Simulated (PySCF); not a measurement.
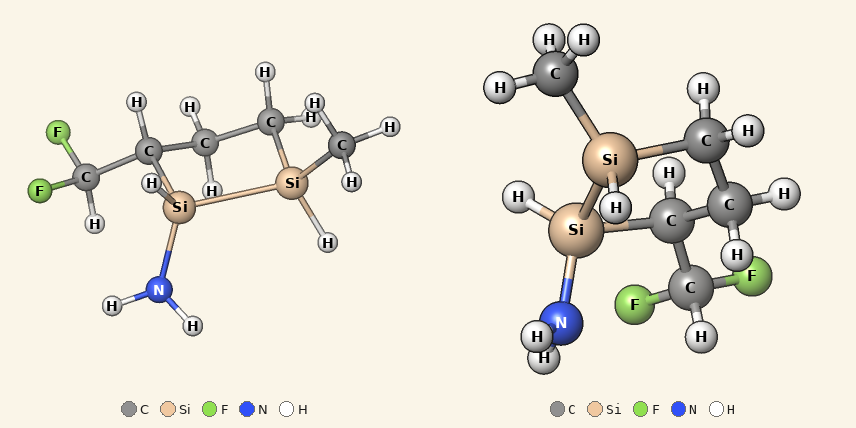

Both panels show the same species.

> What is the molecular formula?

C5H13F2NSi2, 23 atoms: 5 carbon, 13 hydrogen, 2 fluorine, 1 nitrogen and 2 silicon.

> How many bonds of each kind are drawn?

9 C–H, 3 C–Si, 3 C–C, 2 C–F, 2 Si–H, 2 N–H, 1 N–Si, 1 Si–Si.

> Describe its rings.

Independent rings (smallest set): 1 of 5 members.

> Name some functional groups or characteristic bonds that it holds.

Among them: C–F bond, Si–H bond, Si–N bond.

The parts below concern this one geometry. Atoms keep their numbers from picture to picture. The geometry was computed by an optimisation with PBE0-D3(BJ)/def2-SVP. No frequency run is at hand to confirm it as a minimum.

## Shape

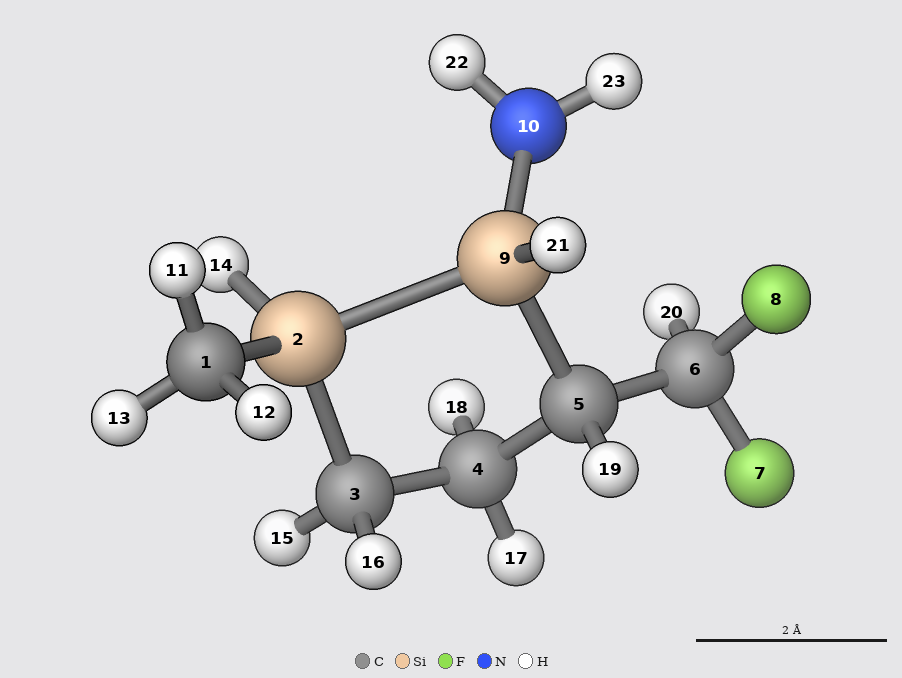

The atoms are numbered. No frequency run is at hand to confirm it as a minimum.

What are the angles C1–Si2–C3, C1–Si2–H14, Si2–C1–H13, Si2–C3–H15, Si2–C3–H16, Si2–Si9–C5, C3–Si2–H14, C3–C4–H17, C4–C3–H15, C4–C3–H16, C5–C6–F7, C5–C6–F8?

| angle | degrees |
| --- | --- |
| C1–Si2–C3 | 113.5 |
| C1–Si2–H14 | 110.1 |
| Si2–C1–H13 | 111.0 |
| Si2–C3–H15 | 112.5 |
| Si2–C3–H16 | 107.6 |
| Si2–Si9–C5 | 93.4 |
| C3–Si2–H14 | 110.3 |
| C3–C4–H17 | 111.0 |
| C4–C3–H15 | 111.3 |
| C4–C3–H16 | 109.8 |
| C5–C6–F7 | 111.7 |
| C5–C6–F8 | 110.3 |

## Quadrupole coupling

No frequency run is at hand to confirm it as a minimum. Electric field gradients from the ground-state density, PBE0/pcSseg-1 in acetonitrile (IEF-PCM) (PySCF 2.14.0), non-relativistic apart from any core potentials.

Give the largest field-gradient component, the quadrupole coupling constant and the asymmetry for 14N at N10 (Q = 20.44 mb), 2H at H11 (Q = 2.86 mb), 2H at H12 (Q = 2.86 mb), 2H at H13 (Q = 2.86 mb), 2H at H14 (Q = 2.86 mb).

```csv
atom,V_zz (a.u.),e²qQ/h (MHz),η
N10,−0.906,−4.35,0.25
H11,0.298,0.200,0.01
H12,0.297,0.200,0.01
H13,0.297,0.200,0.01
H14,0.140,0.094,0.02
```

## Electronic properties

No frequency run is at hand to confirm it as a minimum. Properties computed with PBE0/pcSseg-1 in acetonitrile (IEF-PCM) (PySCF 2.14.0).

What does the calculation give?

- dipole moment: 3.36 D
- HOMO energy (Kohn–Sham orbital): −7.09 eV
- LUMO energy (Kohn–Sham orbital): 0.27 eV
- HOMO–LUMO gap: 7.36 eV

## NMR shielding

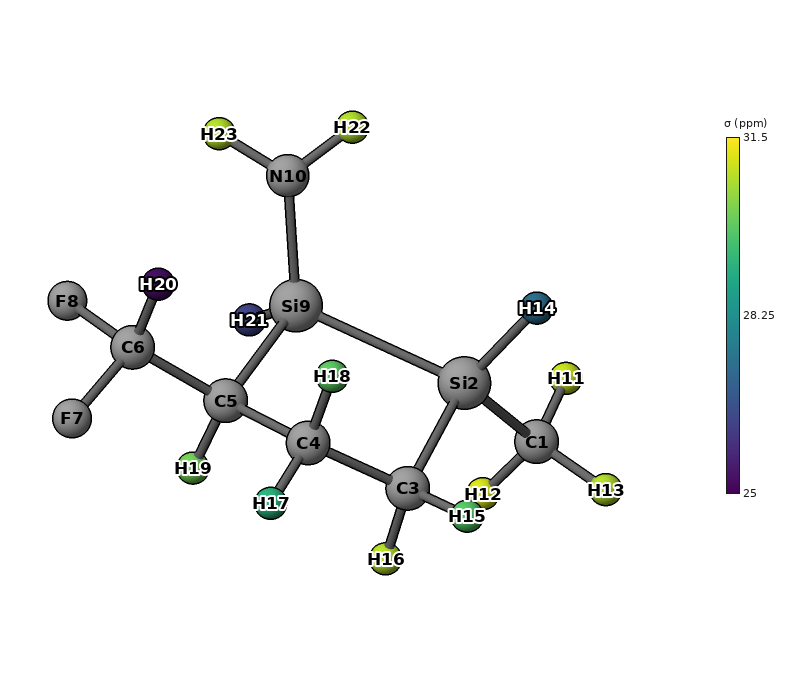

Atoms are coloured by their isotropic NMR shieldings (H only, the others grey). No frequency run is at hand to confirm it as a minimum. Properties computed with GIAO PBE0/pcSseg-1 NMR shielding, non-relativistic, IEF-PCM dichloromethane (PySCF 2.14.0).

> Which H atom is the most shielded (lowest chemical shift)?

H12 (31.10 ppm).

> Which H atom is the least shielded (highest chemical shift)?

H20 (25.26 ppm).

> How wide is the range of H shifts?

5.84 ppm.

List the isotropic NMR shieldings of the H atoms.

```
atom  σ (ppm)
 H11    30.96
 H12    31.10
 H13    30.73
 H14    27.33
 H15    29.78
 H16    30.77
 H17    29.18
 H18    29.87
 H19    30.12
 H20    25.26
 H21    26.34
 H22    30.73
 H23    30.74
```
